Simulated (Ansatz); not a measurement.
**C₃H₉GeN: small, medium and large basis sets**

Aim: see how fast density functionals converge with the basis set for C₃H₉GeN.

Method: one geometry, several basis sets; program: Ansatz 0.2.0, Gaussian basis.

The runs, in order: PBE0-D4/def2-SVP; ωB97M-V/def2-SVP; PBE0-D4/def2-QZVPP; ωB97M-V/def2-QZVPP; the functionals' def2-TZVPP values are taken from earlier runs.

### 1 The relaxed structure

All runs share one geometry, relaxed beforehand with PBE0-D4 in a triple-zeta def2 set.

SMILES `C=CC[NH][GeH3]`, 14 atoms, charge 0, spin multiplicity 1.

Atoms are counted from 1 here; the program's logs count them from 0.

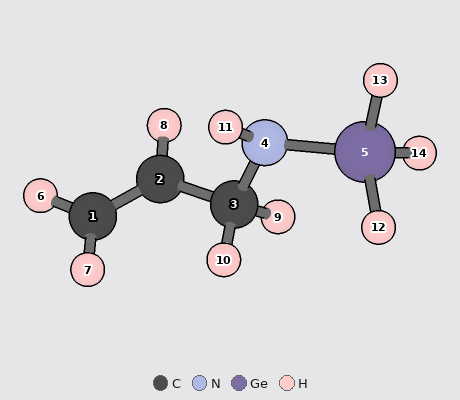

The geometry (carbon dark grey, nitrogen light blue, germanium purple, hydrogen pink); atoms are numbered from 1 in the order of the file.

### 2 PBE0-D4 in def2-SVP

The input, in.yaml:

```yaml
crystal:
  periodic: [false, false, false]
  atoms:
    - {symbol: C, position_ang: [0.020435, 0.596802, -2.628725]}
    - {symbol: C, position_ang: [-0.577022, 0.093204, -1.558366]}
    - {symbol: C, position_ang: [-0.226440, 0.452671, -0.151863]}
    - {symbol: N, position_ang: [0.130431, -0.734844, 0.606383]}
    - {symbol: Ge, position_ang: [0.258855, -0.604474, 2.436538]}
    - {symbol: H, position_ang: [-0.265001, 0.303828, -3.632372]}
    - {symbol: H, position_ang: [0.817052, 1.329376, -2.536687]}
    - {symbol: H, position_ang: [-1.362749, -0.650849, -1.667889]}
    - {symbol: H, position_ang: [-1.104398, 0.903670, 0.328957]}
    - {symbol: H, position_ang: [0.556638, 1.227124, -0.161657]}
    - {symbol: H, position_ang: [0.910762, -1.215768, 0.179251]}
    - {symbol: H, position_ang: [1.274550, 0.467140, 2.903317]}
    - {symbol: H, position_ang: [0.689027, -1.982937, 2.957856]}
    - {symbol: H, position_ang: [-1.134940, -0.214043, 2.954154]}
basis:
  gaussian: {orbitals: def2-SVP}
hamiltonian: {xc: pbe0, dispersion: d4}
output: {orbitals: {seedname: orbitals}}
```

Command:

```console
ansatz run in.yaml --threads 4 --pin off --events-out ev --progress --plain --max-ram 11315MiB
```

Output:

```text
Functional definition: PBE0
  name "PBE0"
  cite "Adamo & Barone, J. Chem. Phys. 110, 6158 (1999) doi:10.1063/1.478522"
  cite "Perdew, Burke & Ernzerhof, Phys. Rev. Lett. 77, 3865 (1996) doi:10.1103/PhysRevLett.77.3865"
  parent pbe
  parameter a = 0.25
  parameter kappa = 0.804
  parameter beta = 0.06672455060314922
  exchange = (1 - a)*pbe_x(kappa = kappa, mu = beta*pi^2/3) + a*exact_x
  correlation = pbe_c(beta = beta)
1558 factors; their error is unknown
mean field evaluation 1: about -61234.4135 eV, gradient 5.6e1 eV
mean field evaluation 2: about -61227.5681 eV, gradient 7.7e1 eV
mean field evaluation 4: about -61241.5289 eV, gradient 3.8e0 eV
mean field evaluation 8: about -61241.6839 eV, gradient 3.1e-1 eV
mean field evaluation 16: about -61241.6841 eV, gradient 3.9e-5 eV
mean field -61241.68407508 eV, -2250.5903786547 hartree, gradient 3.9e-5 eV, S^2 0.000000; 0 other end points of the search recorded, 0 dependent functions left out
reference -61241.68410705 eV, -2250.5903798297 hartree; 33, 33 occupied and 100, 100 virtual orbitals, 1558 factors
Total energy: -61241.91906547 eV, -2250.5990143925 hartree
```

It took 1.6 s on 4 threads of Intel Xeon Platinum 8259CL at 2.50GHz, shared host; peak memory 0.38 GiB.

### 3 ωB97M-V in def2-SVP

Edit in.yaml of step 2 so:

```diff
@@ -19,3 +19,3 @@
   gaussian: {orbitals: def2-SVP}
-hamiltonian: {xc: pbe0, dispersion: d4}
+hamiltonian: {xc: {name: wB97M-V}}
 output: {orbitals: {seedname: orbitals}}
```

Launched as before.

Output, shortened:

```text
Functional definition: wB97M-V
  name "wB97M-V"
  cite "Mardirossian & Head-Gordon, J. Chem. Phys. 144, 214110 (2016) doi:10.1063/1.4952647"
  cite "Becke, J. Chem. Phys. 107, 8554 (1997) doi:10.1063/1.475007"
  cite "Vydrov & Van Voorhis, J. Chem. Phys. 133, 244103 (2010) doi:10.1063/1.3521275"
  # Of w^i u^j: cxij and so on, Table III.
[...]
  gx(w, u) = 1 - cx + cx01*u + cx10*w
  gss(w, u) = css00 + css04*u^4 + css10*w + css20*w^2 + css43*w^4*u^3
  gos(w, u) = cos00 + cos10*w + (cos20 + cos21*u)*w^2 + (cos60 + cos61*u)*w^6
[...]
      + integral(e_c_pw_mod_opposite_spin*gos(b97_w_opposite, b97_u_opposite)) + vv10(b, c)
1546 factors; their error is unknown
381 factors; integrals over basis functions are off by at most 8.2e-6 eV
[...]
mean field -61248.65935437 eV, -2250.8467154408 hartree, gradient 2.3e-5 eV, S^2 0.000000; 0 other end points of the search recorded, 0 dependent functions left out
reference -61248.65940383 eV, -2250.8467172582 hartree; 33, 33 occupied and 100, 100 virtual orbitals, 1546 factors
Total energy: -61248.65940383 eV, -2250.8467172582 hartree
```

Wall time 5.5 s (4 threads of Intel Xeon Platinum 8259CL at 2.50GHz, shared host); peak memory 0.5 GiB.

### 4 PBE0-D4 in def2-QZVPP

Edit in.yaml of step 3 so:

```diff
@@ -18,4 +18,4 @@
 basis:
-  gaussian: {orbitals: def2-SVP}
-hamiltonian: {xc: {name: wB97M-V}}
+  gaussian: {orbitals: "def2-QZVPP.json"}
+hamiltonian: {xc: pbe0, dispersion: d4}
 output: {orbitals: {seedname: orbitals}}
```

The command is unchanged.

Output:

```text
Functional definition: PBE0
  name "PBE0"
  cite "Adamo & Barone, J. Chem. Phys. 110, 6158 (1999) doi:10.1063/1.478522"
  cite "Perdew, Burke & Ernzerhof, Phys. Rev. Lett. 77, 3865 (1996) doi:10.1103/PhysRevLett.77.3865"
  parent pbe
  parameter a = 0.25
  parameter kappa = 0.804
  parameter beta = 0.06672455060314922
  exchange = (1 - a)*pbe_x(kappa = kappa, mu = beta*pi^2/3) + a*exact_x
  correlation = pbe_c(beta = beta)
1814 factors; their error is unknown
mean field evaluation 1: about -61244.3527 eV, gradient 7.2e1 eV
mean field evaluation 2: about -61228.1994 eV, gradient 1.1e2 eV
mean field evaluation 4: about -61255.3078 eV, gradient 7.7e0 eV
mean field evaluation 8: about -61255.4385 eV, gradient 2.0e-1 eV
mean field evaluation 16: about -61255.5802 eV, gradient 2.1e-4 eV
mean field -61255.58024026 eV, -2251.1010533059 hartree, gradient 5.5e-5 eV, S^2 0.000000; 0 other end points of the search recorded, 0 dependent functions left out
reference -61255.58028803 eV, -2251.1010550615 hartree; 33, 33 occupied and 554, 554 virtual orbitals, 1814 factors
Total energy: -61255.81524645 eV, -2251.1096896243 hartree
```

It took 14 s on 4 threads of Intel Xeon Platinum 8259CL at 2.50GHz, shared host; peak memory 2.6 GiB.

### 5 ωB97M-V in def2-QZVPP

Edit in.yaml of step 4 so:

```diff
@@ -19,3 +19,3 @@
   gaussian: {orbitals: "def2-QZVPP.json"}
-hamiltonian: {xc: pbe0, dispersion: d4}
+hamiltonian: {xc: {name: wB97M-V}}
 output: {orbitals: {seedname: orbitals}}
```

The command is unchanged.

Output, shortened:

```text
Functional definition: wB97M-V
  name "wB97M-V"
  cite "Mardirossian & Head-Gordon, J. Chem. Phys. 144, 214110 (2016) doi:10.1063/1.4952647"
  cite "Becke, J. Chem. Phys. 107, 8554 (1997) doi:10.1063/1.475007"
  cite "Vydrov & Van Voorhis, J. Chem. Phys. 133, 244103 (2010) doi:10.1063/1.3521275"
  # Of w^i u^j: cxij and so on, Table III.
[...]
  gx(w, u) = 1 - cx + cx01*u + cx10*w
  gss(w, u) = css00 + css04*u^4 + css10*w + css20*w^2 + css43*w^4*u^3
  gos(w, u) = cos00 + cos10*w + (cos20 + cos21*u)*w^2 + (cos60 + cos61*u)*w^6
[...]
      + integral(e_c_pw_mod_opposite_spin*gos(b97_w_opposite, b97_u_opposite)) + vv10(b, c)
1802 factors; their error is unknown
471 factors; integrals over basis functions are off by at most 9.9e-6 eV
[...]
mean field -61262.78341298 eV, -2251.3657650211 hartree, gradient 4.8e-5 eV, S^2 0.000000; 0 other end points of the search recorded, 0 dependent functions left out
reference -61262.78348720 eV, -2251.3657677486 hartree; 33, 33 occupied and 554, 554 virtual orbitals, 1802 factors
Total energy: -61262.78348720 eV, -2251.3657677486 hartree
```

Wall time 29 s (4 threads of Intel Xeon Platinum 8259CL at 2.50GHz, shared host); peak memory 2.9 GiB.

### 6 Density functionals: the series

The def2-TZVPP values come from earlier runs at the same geometry.

```
functional       basis  functions  energy (eV)  from the largest (eV)  HOMO (eV)  LUMO (eV)
   PBE0-D4    def2-SVP        133  -61241.9191                 13.896      -6.63       0.24
   PBE0-D4  def2-TZVPP        298  -61254.3116                  1.504      -6.77       0.01
   PBE0-D4  def2-QZVPP        587  -61255.8152                  0.000      -6.80      -0.10
   ωB97M-V    def2-SVP        133  -61248.6594                 14.124      -8.92       2.31
   ωB97M-V  def2-TZVPP        298  -61261.3183                  1.465      -9.09       1.93
   ωB97M-V  def2-QZVPP        587  -61262.7835                  0.000      -9.11       1.57
```

### 7 Results

```
                                       quantity           value
PBE0-D4: double and triple zeta above quadruple  13.90, 1.50 eV
ωB97M-V: double and triple zeta above quadruple  14.12, 1.47 eV
```

What this shows: For PBE0-D4 the step from double to triple zeta gains 12.39 eV and the next only 1.50 eV. Total energies overstate the basis error of differences, where much of it tends to cancel. The LUMO of ωB97M-V is positive and keeps falling with the basis (2.31 to 1.57 eV): an unbound level that the basis holds in place.

For PBE0-D4 the largest set took about 8 times as long as the smallest (14 s against 1.6 s).
